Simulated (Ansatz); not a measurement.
Level of theory: PBE (plane waves to 420 eV, PAW; Ansatz, a program for electronic structure).

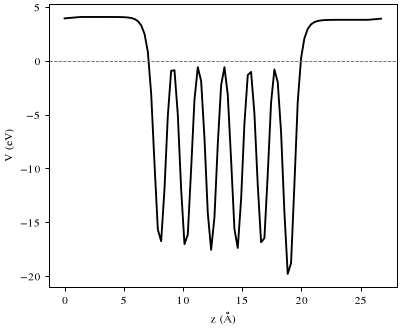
Fig. 1. Plane-averaged electrostatic potential energy along the normal, in eV from the Fermi level, for the (100) surface of rock-salt TiC, Zr on half the Ti sites of the top plane, c(2x2) (bottom of the slab: a bare face, its two planes held)

Slab: 24 atoms, 10.9 Å thick at the start with caps and adatoms (thin: gaps and levels are the slab's own); k 9x9x1, smearing 0.1 eV, dipole-corrected; 8 atoms held, the rest relaxed; symmetry of the start imposed; no spin, no spin-orbit, no U. It is one candidate, not shown to be the stable structure of the face.

The vacuum level lies 3.82 eV above the Fermi level over the top face and 4.08 eV above it under the bottom face.
